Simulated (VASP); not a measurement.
Band structure of GaSb (zinc blende). Method: PBEsol GGA with spin-orbit coupling, VASP's PBE PAW potentials (set 64) (plane waves; VASP).

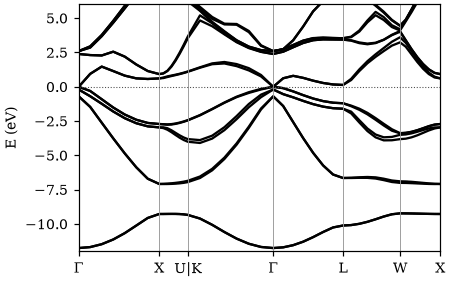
*Bands along high-symmetry lines, zero at the valence-band maximum or, without a gap, the Fermi level*

Problem. Read the plot: is there a gap, and where are the band edges?

Solution. It has no gap at this level: it comes out as a metal or semimetal.

The compound is GaSb in the zinc blende structure. It was relaxed first.
